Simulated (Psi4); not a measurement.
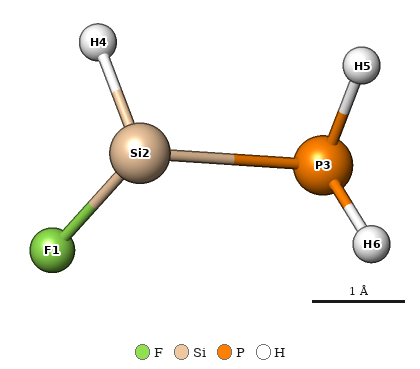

**Figure 1.** The structure (ball-and-stick view, seen on its broad side; atoms are numbered from 1 in the order of the input). Bond lengths as drawn: F–Si 1.69 Å, H–P 1.37 to 1.38 Å, H–Si 1.51 Å and P–Si 2.25 Å.

# Run report: SiPH3F (charge −1), polarizability calculation

System: SiPH3F, charge −1, SMILES F[SiH-]P.
Method: B97-D/aug-cc-pV(D+d)Z, RKS (Psi4 1.11).

The geometry comes from this level: GFN2-xTB.

## Log
```
=> Loading Basis Set <=

    Name: AUG-CC-PV(D+D)Z
    Role: ORBITAL
    Keyword: BASIS

   => B97-D: Empirical Dispersion <=

        s6 =       1.250000
    alpha6 =      20.000000
       sr6 =       1.100000

         ---------------------------------------------------------
                                   SCF
                              RKS Reference
                        1 Threads,   1525 MiB Core
         ---------------------------------------------------------

  ==> Geometry <==

    Molecular point group: c1
    Full point group: C1

    Geometry (in Angstrom), charge = -1, multiplicity = 1:

       Center              X                  Y                   Z               Mass
    ------------   -----------------  -----------------  -----------------  -----------------
         F           -0.005252126147     0.889518183040    -1.522706222156    18.998403162730
         SI          -0.005252126147     0.889518183040     0.169908777844    27.976926534650
         P           -0.005252126147    -1.307000449650     0.677041308299    30.973761998420
         H            1.494812913980     1.044545145032     0.259408373967     1.007825032230
         H            0.269363999573    -0.988430929522     1.986114337087     1.007825032230
         H           -1.357957133765    -1.348688838258     0.934538175266     1.007825032230

  Running in c1 symmetry.

  Rotational constants: A =      0.57928  B =      0.12299  C =      0.10659 [cm^-1]
  Rotational constants: A =  17366.26252  B =   3687.17188  C =   3195.37540 [MHz]
  Nuclear repulsion =  141.611037277251370

  Charge       = -1
  Multiplicity = 1
  Electrons    = 42
  Nalpha       = 21
  Nbeta        = 21

  ==> Algorithm <==

  SCF Algorithm Type is DF.
  DIIS enabled.
  MOM disabled.
  Fractional occupation disabled.
  Guess Type is SAD.
  Energy threshold   = 1.00e-06
  Density threshold  = 1.00e-06
  Integral threshold = 1.00e-12

  ==> Primary Basis <==

  Basis Set: AUG-CC-PV(D+D)Z
    Blend: AUG-CC-PV(D+D)Z
    Number of shells: 48
    Number of basis functions: 114
    Number of Cartesian functions: 122
    Spherical Harmonics?: true
    Max angular momentum: 2

  ==> DFT Potential <==

   => LibXC <=

    Version 7.1.2

   => Composite Functional: B97-D <=

    B97-D GGA Exchange-Correlation Functional

    Deriv               =              1
    GGA                 =           TRUE
    Meta                =          FALSE

    Exchange Hybrid     =          FALSE
    MP2 Hybrid          =          FALSE

   => Exchange-Correlation Functionals <=

    1.0000       Becke 97-D

   => LibXC Density Thresholds  <==

    XC_GGA_XC_B97_D:  1.00E-14

   => Molecular Quadrature <=

    Radial Scheme          =       TREUTLER
    Pruning Scheme         =           NONE
    Nuclear Scheme         =       TREUTLER

    Blocking Scheme        =         OCTREE
    BS radius alpha        =              1
    Pruning alpha          =              1
    Radial Points          =             75
    Spherical Points       =            302
    Total Points           =         132202
    Total Blocks           =           1052
    Max Points             =            256
    Max Functions          =            114
    Weights Tolerance      =       1.00E-15

   => Loading Basis Set <=

    Name: (AUG-CC-PV(D+D)Z AUX)
    Role: JKFIT
    Keyword: DF_BASIS_SCF

  ==> Integral Setup <==

  DFHelper Memory: AOs need 0.046 GiB; user supplied 0.733 GiB.
  SCF_SUBTYPE=INCORE selected. In-core MEM_DF algorithm will be used.
  Using in-core AOs.

  ==> MemDFJK: Density-Fitted J/K Matrices <==

    J tasked:                   Yes
    K tasked:                    No
    wK tasked:                   No
    Memory [MiB]:               750
    Algorithm:                 Core
    Schwarz Cutoff:           1E-12
    Mask sparsity (%):       0.5078
    Fitting Condition:        1E-10

   => Auxiliary Basis Set <=

  Basis Set: (AUG-CC-PV(D+D)Z AUX)
    Blend: AUG-CC-PVDZ-JKFIT
    Number of shells: 144
    Number of basis functions: 438
    Number of Cartesian functions: 506
    Spherical Harmonics?: true
    Max angular momentum: 3

  Cached 100.0% of DFT collocation blocks in 0.384 [GiB].

  Minimum eigenvalue in the overlap matrix is 2.9759403228E-04.
  Reciprocal condition number of the overlap matrix is 3.6856156650E-05.
    Using symmetric orthogonalization.

  ==> Pre-Iterations <==

  SCF Guess: Superposition of Atomic Densities via on-the-fly atomic UHF (no occupation information).

   -------------------------
    Irrep   Nso     Nmo
   -------------------------
     A        114     114
   -------------------------
    Total     114     114
   -------------------------

  ==> Iterations <==

                           Total Energy        Delta E     RMS |[F,P]|

   @DF-RKS iter SAD:  -732.04438134726399   -7.32044e+02   0.00000e+00
   @DF-RKS iter   1:  -732.26201072052993   -2.17629e-01   5.63232e-03 ADIIS/DIIS
   @DF-RKS iter   2:  -731.11672963783269    1.14528e+00   1.37165e-02 ADIIS/DIIS
   @DF-RKS iter   3:  -732.49014204493142   -1.37341e+00   1.96274e-03 ADIIS/DIIS
   @DF-RKS iter   4:  -732.51095506460501   -2.08130e-02   1.19921e-03 ADIIS/DIIS
   @DF-RKS iter   5:  -732.52187461803805   -1.09196e-02   2.63705e-04 ADIIS/DIIS
   @DF-RKS iter   6:  -732.52254709234967   -6.72474e-04   7.59980e-05 DIIS
   @DF-RKS iter   7:  -732.52257580558876   -2.87132e-05   2.47790e-05 DIIS
   @DF-RKS iter   8:  -732.52258249589124   -6.69030e-06   7.70545e-06 DIIS
   @DF-RKS iter   9:  -732.52258309247668   -5.96585e-07   2.26859e-06 DIIS
   @DF-RKS iter  10:  -732.52258314216238   -4.96857e-08   4.25383e-07 DIIS
  Energy and wave function converged.

  ==> Post-Iterations <==

   Electrons on quadrature grid:
      Ntotal   =   41.9999775011 ; deviation = -2.250e-05

    Orbital Energies [Eh]
    ---------------------

    Doubly Occupied:

       1A    -76.121795     2A    -65.234435     3A    -24.047969
       4A     -6.166301     5A     -4.906633     6A     -4.393053
       7A     -4.390605     8A     -4.387570     9A     -3.326433
      10A     -3.323797    11A     -3.320116    12A     -0.865212
      13A     -0.411261    14A     -0.266057    15A     -0.189895
      16A     -0.170703    17A     -0.164839    18A     -0.146906
      19A     -0.094110    20A     -0.061491    21A      0.028842

    Virtual:

      22A      0.104193    23A      0.115929    24A      0.126333
      25A      0.135336    26A      0.148458    27A      0.149619
      28A      0.156643    29A      0.166833    30A      0.177981
      31A      0.193850    32A      0.212159    33A      0.220528
      34A      0.222662    35A      0.237240    36A      0.260793
      37A      0.273135    38A      0.291646    39A      0.327326
      40A      0.334397    41A      0.345151    42A      0.358391
      43A      0.376511    44A      0.392039    45A      0.402193
      46A      0.418231    47A      0.421608    48A      0.440129
      49A      0.446963    50A      0.450253    51A      0.469141
      52A      0.499679    53A      0.503373    54A      0.532812
      55A      0.533509    56A      0.550429    57A      0.568009
      58A      0.590755    59A      0.621619    60A      0.634895
      61A      0.660955    62A      0.676310    63A      0.700209
      64A      0.711749    65A      0.736495    66A      0.767523
      67A      0.789233    68A      0.813144    69A      0.845117
      70A      0.852530    71A      0.885238    72A      0.914556
      73A      0.933414    74A      0.937415    75A      1.001099
      76A      1.022927    77A      1.092658    78A      1.145960
      79A      1.159243    80A      1.191452    81A      1.354845
      82A      1.383667    83A      1.462699    84A      1.474572
      85A      1.492421    86A      1.548834    87A      1.609388
      88A      1.666627    89A      1.712169    90A      1.797216
      91A      1.855102    92A      1.859844    93A      1.882426
      94A      1.897551    95A      2.025395    96A      2.138044
      97A      2.206094    98A      2.214573    99A      2.672021
     100A      3.148454   101A      3.165722   102A      3.179563
     103A      3.236448   104A      3.257723   105A      4.050923
     106A      4.060659   107A      4.062790   108A      4.132864
     109A      4.148987   110A      4.545121   111A      4.557901
     112A      4.649687   113A      4.666068   114A      4.806757

    Final Occupation by Irrep:
              A
    DOCC [    21 ]
    NA   [    21 ]
    NB   [    21 ]

  @DF-RKS Final Energy:  -732.52258314216238

   => Energetics <=

    Nuclear Repulsion Energy =            141.6110372772513699
    One-Electron Energy =               -1305.4590112836731350
    Two-Electron Energy =                 487.2671500755453735
    DFT Exchange-Correlation Energy =     -55.9376019287025272
    Empirical Dispersion Energy =          -0.0041572825835292
    VV10 Nonlocal Energy =                  0.0000000000000000
    Total Energy =                       -732.5225831421623752

Computation Completed

Properties will be evaluated at   0.000000,   0.000000,   0.000000 [a0]

Properties computed using the B97-D density matrix

 Multipole Moments:

 ------------------------------------------------------------------------------------
     Multipole            Electronic (a.u.)      Nuclear  (a.u.)        Total (a.u.)
 ------------------------------------------------------------------------------------

 L = 1.  Multiply by 2.5417464519 to convert [e a0] to [Debye]
 Dipole X            :         -0.3778610            0.3904911            0.0126301
 Dipole Y            :          0.1515850           -0.8289532           -0.6773683
 Dipole Z            :         -3.8708680            3.7984391           -0.0724290
 Magnitude           :                                                    0.6813466

 ------------------------------------------------------------------------------------

         ---------------------------------------------------------
                       CPSCF Linear Response Solver
         ---------------------------------------------------------

   ==> Requested Responses <==

    Dipole polarizabilities

   ==> Coupled-Perturbed RKS Solver <==

    Maxiter             =         100
    Convergence         =   1.000E-06
    Number of equations =           3
   -----------------------------------------------------
     Iter   Residual RMS      Max RMS  Remain  Time [s]
   -----------------------------------------------------
    Guess      3.292e+00    3.311e+00       3         1
        1      1.227e+00    1.442e+00       3         2
        2      5.011e-01    6.120e-01       3         3
        3      1.810e-01    2.171e-01       3         3
        4      5.358e-02    6.952e-02       3         4
        5      1.293e-02    1.474e-02       3         5
        6      4.138e-03    5.593e-03       3         6
        7      1.131e-03    1.552e-03       3         7
        8      2.730e-04    3.332e-04       3         8
        9      7.046e-05    7.528e-05       3         9
       10      2.089e-05    2.349e-05       3        10
       11      5.287e-06    6.267e-06       3        11
       12      8.036e-07    9.800e-07       0        12
   -----------------------------------------------------

    Solver has converged.

   ==> Response Properties <==

    => Dipole polarizabilities <=

              X          Y          Z
    ----- ---------- ---------- ----------
      X     96.03242  -14.88621    0.10478
      Y    -14.88621  170.39034   -9.38264
      Z      0.10478   -9.38264   82.76631

	total time  =         17 seconds =       0.28 minutes
```

## Standard output
```
E = -732.522583142
B97-D DISPERSION CORRECTION ENERGY                 -0.0041572826
CURRENT ENERGY                                   -732.5225831422
CURRENT REFERENCE ENERGY                         -732.5225831422
DD SOLVATION ENERGY                                 0.0000000000
DFT FUNCTIONAL TOTAL ENERGY                      -732.5184258596
DFT TOTAL ENERGY                                 -732.5225831422
DFT VV10 ENERGY                                     0.0000000000
DFT XC ENERGY                                     -55.9376019287
DIPOLE POLARIZABILITY XX                           96.0324200835
DIPOLE POLARIZABILITY XY                          -14.8862146195
DIPOLE POLARIZABILITY XZ                            0.1047814459
DIPOLE POLARIZABILITY YX                          -14.8862138453
DIPOLE POLARIZABILITY YY                          170.3903411316
DIPOLE POLARIZABILITY YZ                           -9.3826428658
DIPOLE POLARIZABILITY ZX                            0.1047797179
DIPOLE POLARIZABILITY ZY                           -9.3826350841
DIPOLE POLARIZABILITY ZZ                           82.7663069107
DISPERSION CORRECTION ENERGY                       -0.0041572826
GRID ELECTRONS ALPHA                               20.9999887506
GRID ELECTRONS BETA                                20.9999887506
GRID ELECTRONS TOTAL                               41.9999775011
NUCLEAR REPULSION ENERGY                          141.6110372773
ONE-ELECTRON ENERGY                             -1305.4590112837
PCM POLARIZATION ENERGY                             0.0000000000
PE ENERGY                                           0.0000000000
SCF ITERATION ENERGY                             -732.5225831422
SCF ITERATIONS                                     10.0000000000
SCF TOTAL ENERGY                                 -732.5225831422
TWO-ELECTRON ENERGY                               487.2671500755
XC GRID RADIAL POINTS                              75.0000000000
XC GRID SPHERICAL POINTS                          302.0000000000
XC GRID TOTAL POINTS                           132202.0000000000
```

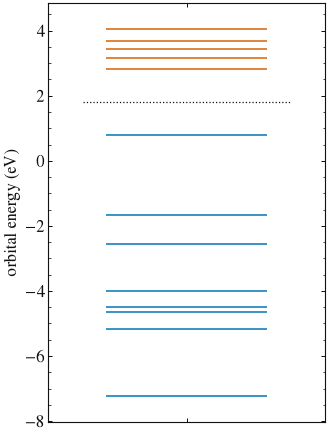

**Figure 2.** Orbital energies near the frontier; the dotted line parts filled from empty levels, and levels within 0.02 eV of each other stand side by side. Highest filled 0.78 eV, lowest empty 2.84 eV, 2.06 eV apart.

This output came from the following input.

## Input file (job.py)
```python
import psi4

psi4.set_memory(1600000000)
psi4.set_num_threads(1)
psi4.core.set_output_file('run.log', False)

m = psi4.geometry("""
-1 1
F
Si 1 1.692615
P 2 2.254302 1 103.00065
H 2 1.510708 1 93.39639 3 95.90039
H 3 1.374981 2 89.33693 4 73.82574
H 3 1.377626 5 91.44216 2 -94.08693
""")

psi4.set_options({
    'basis': 'aug-cc-pV(D+d)Z',
    'scf_type': 'df',
})

e, wfn = psi4.properties("b97-d", properties=['dipole_polarizabilities'], return_wfn=True)
print('E =', round(e, 9))
for k, v in sorted(psi4.core.scalar_variables().items()):
    print(f'{k:45s} {v:18.10f}')
```

Command:
```bash
python job.py
```

## Summary

| quantity | value |
| --- | --- |
| outcome | converged |
| total energy | −732.522583 hartree |
| dispersion energy | −0.004157 hartree |
| basis functions | 114 |
| HOMO | 0.78 eV |
| LUMO | 2.84 eV |
| hardware | 1 thread of Intel Xeon (Granite Rapids), 16 GiB of memory available, shared host |
| wall time | 17 s |
| peak memory | 0.67 GiB |

The record of the run, not the program, notes: unbound anion.
